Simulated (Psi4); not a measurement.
# InHCl2 (InCl2H): wB97M-V/def2-SVPD (core potential)

What is the vertical ionisation energy of InHCl2 (InCl2H) at wB97M-V/def2-SVPD (core potential)? 

The results are computed with Psi4 1.11.

### 1 The structure to begin with

InHCl2: 4 atoms, total charge 0, spin state singlet. SMILES: `[H][In]([Cl])[Cl]`. Geometry: a GFN2-xTB relaxation, a rough one for these elements and not checked as a minimum.

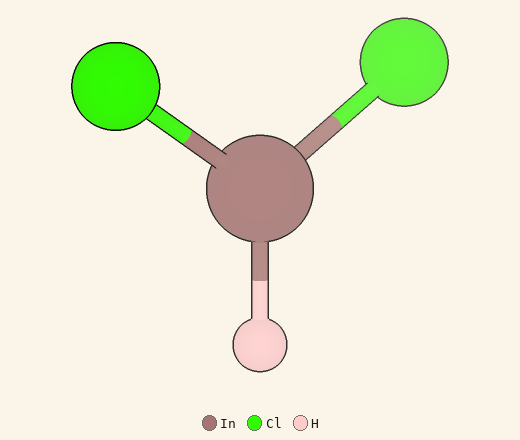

The structure, seen from a chosen angle (indium brown, chlorine green, hydrogen pink).

### 2 A single-point energy at wB97M-V/def2-SVPD (core potential)

The input, input.in:

```
memory 1600 mb

molecule molecule1 {
  In    -0.101990    -0.171200     0.000100
  Cl     2.182270    -0.073550     0.013530
  Cl    -1.103820     1.883910    -0.015020
  H     -0.976460    -1.639160     0.001390
  symmetry c1
}

set puream true
set e_convergence 1e-09
set d_convergence 1e-08
set scf_type pk
set dft_radial_points 99
set dft_spherical_points 590

energy("wb97m-v/def2-SVPD")
```

On the command line:

```console
$ psi4 -n 1 input.in input.out
```

input.out:

```text
[...]
    !!!  WARNING: ECP capability is in beta. Please check occupations closely.  !!!
[...]
  Running in c1 symmetry.
[...]
  Nuclear repulsion =  216.843821137578743
[...]
  Multiplicity = 1
[...]
  Nalpha       = 28
  Nbeta        = 28
[...]
    Number of basis functions: 94
[...]
   @RKS iter   1: -1110.77656461839410   -1.03858e+00   4.09507e-03 ADIIS/DIIS
[...]
   @RKS iter  11: -1110.85242070668392   -1.13687e-12   3.14913e-09 DIIS
[...]
    Orbital Energies [Eh]
    ---------------------
    Doubly Occupied:
       1A   -101.847213     2A   -101.847209     3A     -9.645695
       4A     -9.645690     5A     -7.355092     6A     -7.355079
       7A     -7.350257     8A     -7.350252     9A     -7.349440
      10A     -7.349433    11A     -4.883680    12A     -3.282837
      13A     -3.275875    14A     -3.273136    15A     -0.975149
      16A     -0.972848    17A     -0.943556    18A     -0.943534
      19A     -0.940581    20A     -0.909676    21A     -0.891512
      22A     -0.566725    23A     -0.465654    24A     -0.464267
      25A     -0.440791    26A     -0.424539    27A     -0.418052
      28A     -0.413120
[...]
  @RKS Final Energy: -1110.85242070668392
   => Energetics <=
    Nuclear Repulsion Energy =            216.8438211375787432
    One-Electron Energy =               -2037.9586822205815224
    Two-Electron Energy =                 765.5049644279444010
    DFT Exchange-Correlation Energy =     -55.4670109541938814
    Empirical Dispersion Energy =           0.0000000000000000
    VV10 Nonlocal Energy =                  0.2244869025684674
    Total Energy =                      -1110.8524207066839153
[...]
 Multipole Moments:
 ------------------------------------------------------------------------------------
     Multipole            Electronic (a.u.)      Nuclear  (a.u.)        Total (a.u.)
 ------------------------------------------------------------------------------------
 L = 1.  Multiply by 2.5417464519 to convert [e a0] to [Debye]
 Dipole X            :        -15.0038779           14.5125372           -0.4913407
 Dipole Y            :        -25.1862266           24.3615383           -0.8246883
 Dipole Z            :          0.0195385           -0.0189437            0.0005948
 Magnitude           :                                                    0.9599619
[...]
```

Wall time 71 s (1 thread of Intel Xeon Platinum 8175M at 2.50GHz (Skylake/Cascade Lake), shared host); peak memory 0.87 GiB.

### 3 The doublet cation

The input, cl2hin.inp:

```
memory 1600 MB

molecule system {
  1 2
  In    -0.101990    -0.171200     0.000100
  Cl     2.182270    -0.073550     0.013530
  Cl    -1.103820     1.883910    -0.015020
  H     -0.976460    -1.639160     0.001390
  units angstrom
  symmetry c1
  no_reorient
  no_com
}

set {
  basis                def2-SVPD
  reference            uks
  puream               true
  e_convergence        1e-09
  d_convergence        1e-08
  scf_type             pk
  dft_radial_points    99
  dft_spherical_points 590
  maxiter              200
}

E, wfn = energy("wb97m-v", return_wfn=True)
print_variables()
```

On the command line:

```console
$ psi4 -i cl2hin.inp -o cl2hin.out -n 1
```

cl2hin.out:

```text
[...]
    !!!  WARNING: ECP capability is in beta. Please check occupations closely.  !!!
[...]
  Running in c1 symmetry.
[...]
  Nuclear repulsion =  216.843821137578743
[...]
  Multiplicity = 2
[...]
  Nalpha       = 28
  Nbeta        = 27
[...]
    Number of basis functions: 94
[...]
   @UKS iter   1: -1110.38221270083773   -6.01526e-01   3.05628e-03 ADIIS/DIIS
[...]
   @UKS iter  27: -1110.42962488773355   -8.68567e-11   8.15100e-09 DIIS
[...]
   @S^2 Observed:                7.657105005E-01
[...]
    Orbital Energies [Eh]
    ---------------------
    Alpha Occupied:
       1A   -102.097258     2A   -102.097211     3A     -9.893555
       4A     -9.893509     5A     -7.606839     6A     -7.606791
       7A     -7.598752     8A     -7.598703     9A     -7.595678
      10A     -7.595634    11A     -5.114948    12A     -3.510829
      13A     -3.507324    14A     -3.506845    15A     -1.210135
      16A     -1.206541    17A     -1.176951    18A     -1.170871
      19A     -1.169733    20A     -1.142508    21A     -1.127488
      22A     -0.796764    23A     -0.700503    24A     -0.699659
      25A     -0.664169    26A     -0.658618    27A     -0.651669
      28A     -0.650138
    Alpha Virtual:
[...]
  @UKS Final Energy: -1110.42962488773355
   => Energetics <=
    Nuclear Repulsion Energy =            216.8438211375787432
    One-Electron Energy =               -2024.7612159898276332
    Two-Electron Energy =                 752.5590922801446823
    DFT Exchange-Correlation Energy =     -55.2932696428799275
    Empirical Dispersion Energy =           0.0000000000000000
    VV10 Nonlocal Energy =                  0.2219473272507298
    Total Energy =                      -1110.4296248877333255
[...]
 Multipole Moments:
 ------------------------------------------------------------------------------------
     Multipole            Electronic (a.u.)      Nuclear  (a.u.)        Total (a.u.)
 ------------------------------------------------------------------------------------
 L = 1.  Multiply by 2.5417464519 to convert [e a0] to [Debye]
 Dipole X            :        -28.9073302           28.7529389           -0.1543913
 Dipole Y            :        -48.5270625           48.2669312           -0.2601313
 Dipole Z            :          0.0413967           -0.0412716            0.0001251
 Magnitude           :                                                    0.3024979
[...]
```

It took 3.4 min on 1 thread of Intel Xeon Platinum 8175M at 2.50GHz (Skylake/Cascade Lake), shared host; peak memory 0.86 GiB.

### 4 Summary of results

Level: wB97M-V/def2-SVPD (core potential).

| quantity | value |
| --- | --- |
| singlet InHCl2: total energy | -1110.85242 Eh |
| singlet InHCl2: dipole moment | 2.44 D |
| singlet InHCl2: HOMO energy | -11.24 eV |
| singlet InHCl2: LUMO energy | -0.37 eV |
| singlet InHCl2: HOMO–LUMO gap | 10.87 eV |
| doublet cation: total energy | -1110.42962 Eh |
| doublet cation: HOMO energy (highest over α and β) | -16.37 eV |
| doublet cation: LUMO energy (lowest over α and β) | -11.78 eV |
| doublet cation: ⟨S²⟩ | 0.766 |
| vertical ionisation energy (to the doublet cation) | 11.505 eV |

**Reading.** Removing an electron at fixed nuclei costs 11.50 eV (1110 kJ/mol). −ε(HOMO) before ionisation, 11.24 eV, is 0.26 eV below this ionisation energy.
